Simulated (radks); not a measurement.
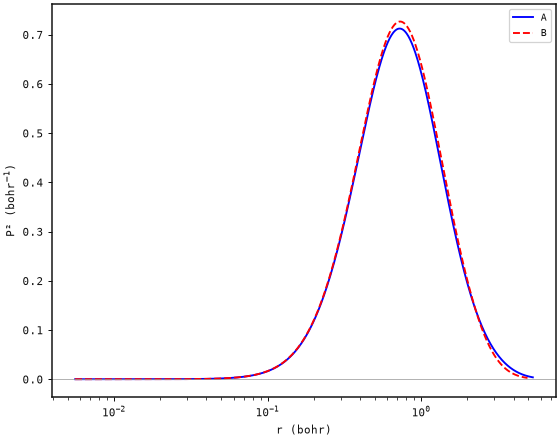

The fluorine ion F⁻ in [Ne] was computed in two surroundings: the Watson sphere of radius 2.18 bohr; the Watson sphere of radius 3.71 bohr. The calculation used the in-house radial solver radks at this level: scalar-relativistic Kohn-Sham, PBEsol, spin-polarised, spherical densities, point nucleus.

The plot shows P² of the 2p up orbital in both runs (large components where relativistic).

> Assign A and B.

A is the Watson sphere of radius 3.71 bohr (⟨r⟩ = 1.30 bohr, eigenvalue −5.35 eV); B is the Watson sphere of radius 2.18 bohr (⟨r⟩ = 1.23 bohr, eigenvalue −8.52 eV). The smaller sphere makes the deeper well for the outer electrons.
